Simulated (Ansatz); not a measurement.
We consider cubic perovskite CsPbF3, described by HSE06 (PAW; Ansatz, an electronic-structure program).

Run with plane-wave cutoff 460 eV, 6×6×6 k mesh, Fermi–Dirac smearing 0.01 eV, scalar-relativistic PAW data made under PBE.

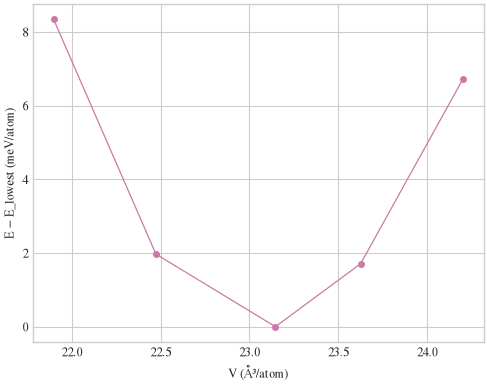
*Total energy against volume*

From the curve, estimate the equilibrium volume and the bulk modulus.

V0 ≈ 23.1 Å³/atom and B0 ≈ 42 GPa; the fit gives V0 = 23.056 Å³/atom, B0 = 41.8 GPa, B′ = 4.8.

Note: the volume lies 6 % above that of the published cell.

Spin–orbit coupling is not included; it can shift volumes and moduli of such heavy elements.

Computed values are for the static lattice.
